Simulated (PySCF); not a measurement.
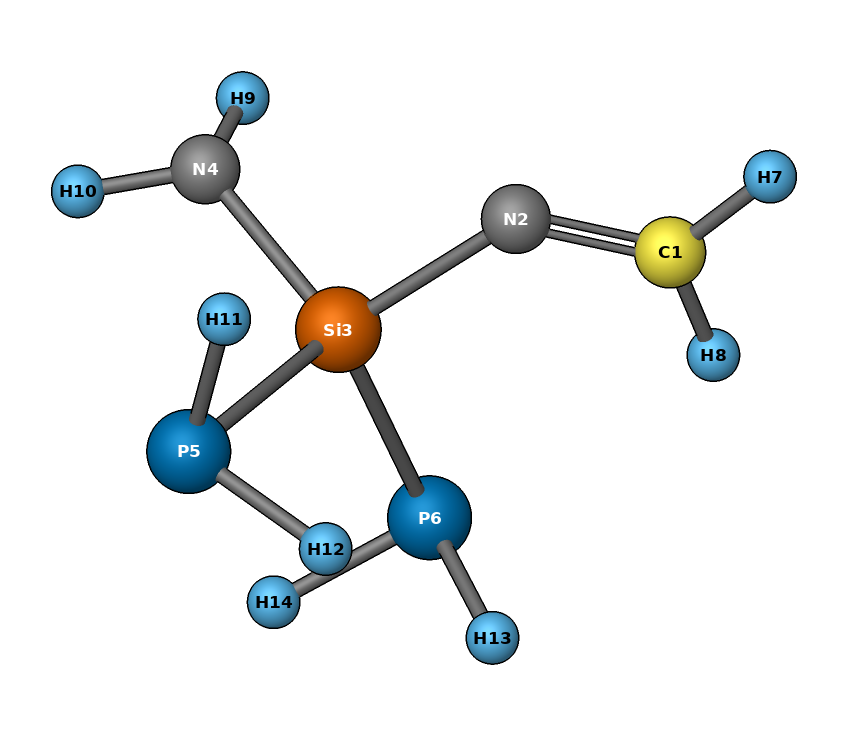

The questions are on Mulliken charges. Computed geometry: GFN2-xTB optimisation. No frequency run is at hand to confirm it as a minimum. Level of theory: PBE0/pcSseg-1, gas phase (PySCF 2.14.0).

Give the Mulliken charges atom by atom.

```json
{"atom": "C1", "value (e)": "0.03"}
{"atom": "N2", "value (e)": "−0.52"}
{"atom": "Si3", "value (e)": "0.70"}
{"atom": "N4", "value (e)": "−0.60"}
{"atom": "P5", "value (e)": "−0.21"}
{"atom": "P6", "value (e)": "−0.27"}
{"atom": "H7", "value (e)": "0.12"}
{"atom": "H8", "value (e)": "0.11"}
{"atom": "H9", "value (e)": "0.20"}
{"atom": "H10", "value (e)": "0.20"}
{"atom": "H11", "value (e)": "0.08"}
{"atom": "H12", "value (e)": "0.05"}
{"atom": "H13", "value (e)": "0.05"}
{"atom": "H14", "value (e)": "0.07"}
```

Mulliken values depend strongly on the basis set and can even reverse the polarity of a bond. The geometry is semi-empirical. Around P, Si such bond lengths and angles can be off by a tenth of an ångström or more and by several degrees, and values that hang on the shape move with them.
